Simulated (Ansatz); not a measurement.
## Electronic structure of CH$_{6}$ClNSi in real space

Input

```
crystal:
  periodic: [false, false, false]
  atoms:
    - { symbol: Si, position_ang: [0.0, 0.0, 0.0] }
    - { symbol: "N", position_ang: [0.0, 0.0, 1.82] }
    - { symbol: H, position_ang: [-0.877, -0.2713, 2.35] }
    - { symbol: H, position_ang: [0.877, 0.2713, 2.35] }
    - { symbol: Cl, position_ang: [2.0086, 0.0, -0.7093] }
    - { symbol: C, position_ang: [-0.8808, 1.5259, -0.6227] }
    - { symbol: H, position_ang: [-1.9334, 1.2723, -0.8671] }
    - { symbol: H, position_ang: [-0.8624, 2.3106, 0.1622] }
    - { symbol: H, position_ang: [-0.3704, 1.9025, -1.5336] }
    - { symbol: H, position_ang: [-0.6877, -1.1914, -0.4862] }
basis:
  gaussian: { orbitals: "6-31G*" }
hamiltonian:
  xc: pbe0
  dispersion: d4
relax:
  f_tol: 0.02
  max_steps: 40
output:
  orbitals: {}
```

Command:

```sh
ansatz run input.yaml --threads 1 --pin off --max-ram 2048MiB --backend cpu --events-out ev --progress --plain --runs-dir out
```

The fields are those of the run's last geometry, not of the input's.

Theory: RKS PBE0-D4/6-31G* in Ansatz 0.2.0.

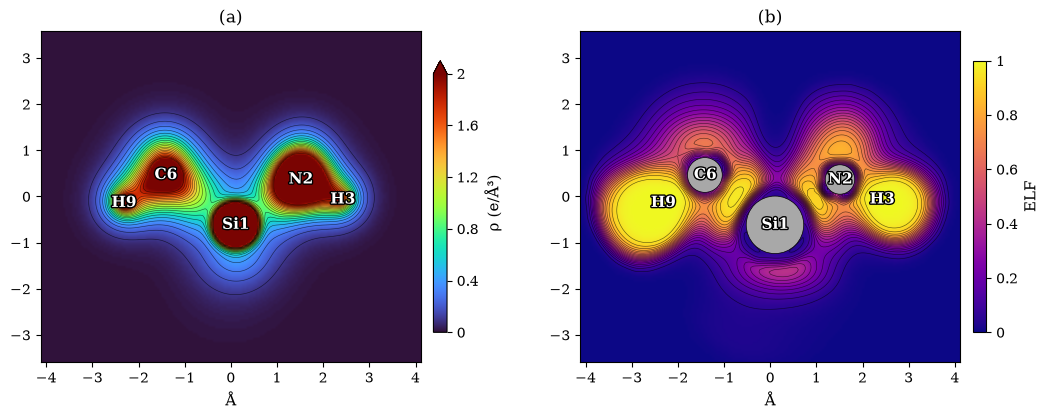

Figure 1. (a) electron density; (b) electron localisation function on the plane of atoms N2, Si1 and C6. Grey discs cover the atomic cores in the ELF map.

Interpret the plot.

- Atoms in the plane: Si, N, H and C.
- Si–N (1.72 Å): ρ at the midpoint is about 1.1 e/Å³; the ELF peaks at about 0.90 between the atoms; a polar covalent bond.
- C–Si (1.86 Å): ρ at the midpoint is about 0.99 e/Å³; the ELF peaks at about 0.95 between the atoms: localised, covalent bonding.
- N–H (1.01 Å): ρ at the midpoint is about 2.8 e/Å³; the ELF climbs to about 1 towards the hydrogen, as it does in any bond to H (an ordinary covalent bond to hydrogen).
- C–H (1.09 Å): ρ at the midpoint is about 1.9 e/Å³; the ELF climbs to about 1 towards the hydrogen (a covalent bond by its length).

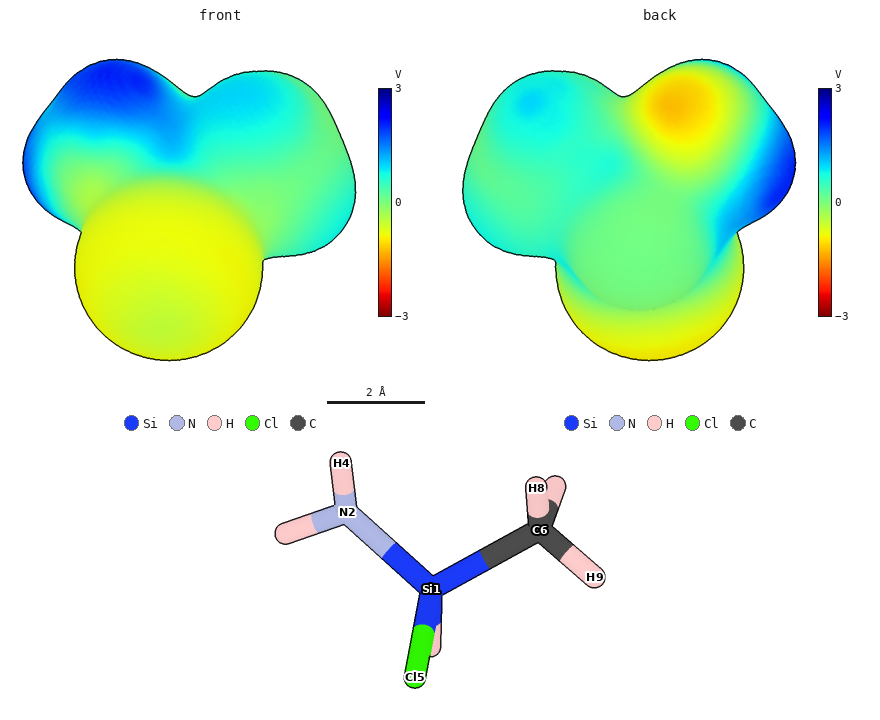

Figure 2. The electrostatic potential painted on the density surface at 0.002 e/bohr³, seen from the front and from behind; red is negative and blue positive. The bare structure is drawn below in the same view.

Where is the surface potential most negative and most positive?

The most negative region (about −1.2 V, or −28 kcal/mol for a unit charge) lies over N2, the most positive (about +2.0 V, or +46 kcal/mol for a unit charge) over H3 and H4. N2 is the likeliest acceptor of a hydrogen bond.

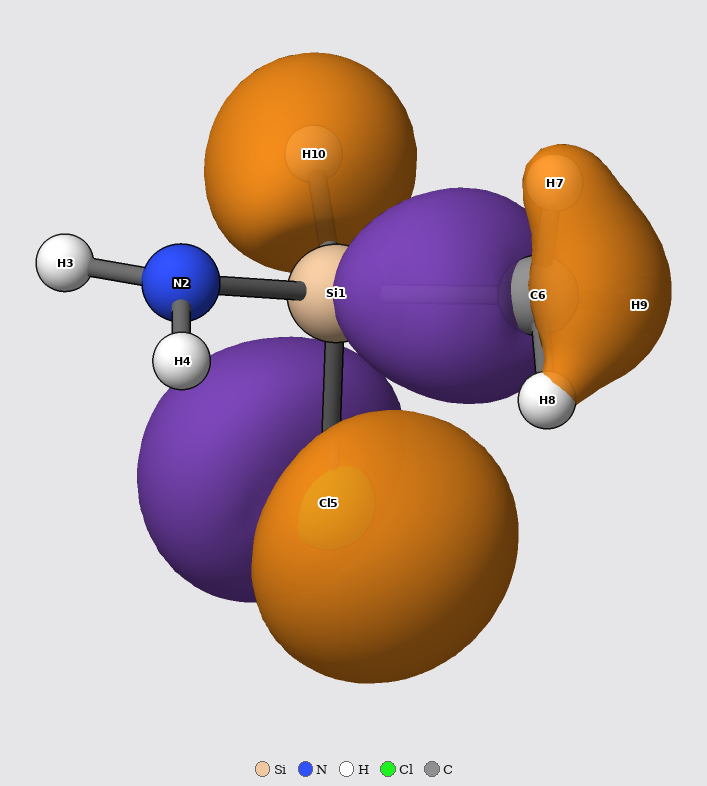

Figure 3. The HOMO−1 at ±0.1 Å⁻³ᐟ² (orange and purple are the two phases), seen from one side.

Describe this orbital and give its energy.

It lies mainly on Cl5 (about 65 %), C6 (about 10 %), Si1 (about 10 %) and H10 (about 10 %). Its energy is −8.36 eV.
